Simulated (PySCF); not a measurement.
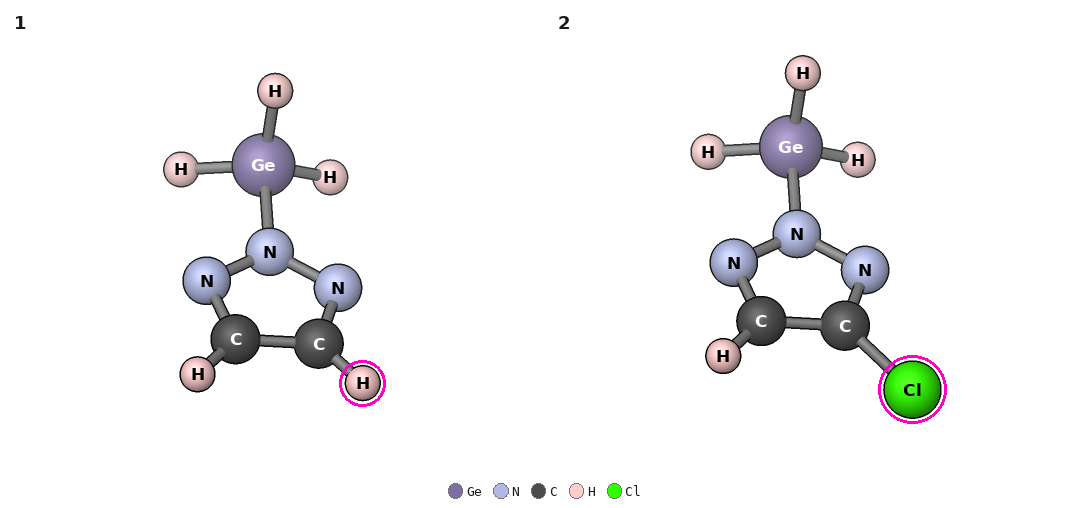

2 molecules with one skeleton, seen from the same side and at one scale; the atom that differs is circled. Each species is neutral and a spin singlet. Computed geometries: GFN2-xTB optimisations, one conformation each. Properties computed with PySCF 2.14.0.

One atom differs, called X below: H in panel 1, Cl in panel 2. Their formulas are C2H5GeN3 (`[GeH3][n]1nccn1`), C2H4ClGeN3 (`Clc1cn[n]([GeH3])n1`).

In which is the HOMO–LUMO gap larger (CAM-B3LYP/def2-SVPD)?

Answer. In panel 1 (X = H).

In which is the dipole moment larger (CAM-B3LYP/def2-SVPD)?

Answer. In panel 2 (X = Cl).

Give the values. With GFN2-xTB: length of X–C (Å), angle C–C–X (°). With CAM-B3LYP/def2-SVPD: dipole moment (D), HOMO energy (Kohn–Sham orbital) (eV), HOMO–LUMO gap (eV), mean static polarisability (bohr³), lowest vertical singlet excitation (eV).

```json
{"quantity": "length of X–C (Å)", "1 (H)": "1.071", "2 (Cl)": "1.696", "2 − 1": "+0.625"}
{"quantity": "angle C–C–X (°)", "1 (H)": "130.2", "2 (Cl)": "128.6", "2 − 1": "−1.6"}
{"quantity": "dipole moment (D)", "1 (H)": "0.61", "2 (Cl)": "2.14", "2 − 1": "+1.53"}
{"quantity": "HOMO energy (Kohn–Sham orbital) (eV)", "1 (H)": "−9.11", "2 (Cl)": "−8.85", "2 − 1": "+0.26"}
{"quantity": "HOMO–LUMO gap (eV)", "1 (H)": "9.96", "2 (Cl)": "9.41", "2 − 1": "−0.55"}
{"quantity": "mean static polarisability (bohr³)", "1 (H)": "69.3", "2 (Cl)": "84.1", "2 − 1": "+14.8"}
{"quantity": "lowest vertical singlet excitation (eV)", "1 (H)": "6.31", "2 (Cl)": "6.29", "2 − 1": "−0.02"}
```

The geometry is semi-empirical. Around Ge such bond lengths and angles can be off by a tenth of an ångström or more and by several degrees, and values that hang on the shape move with them.
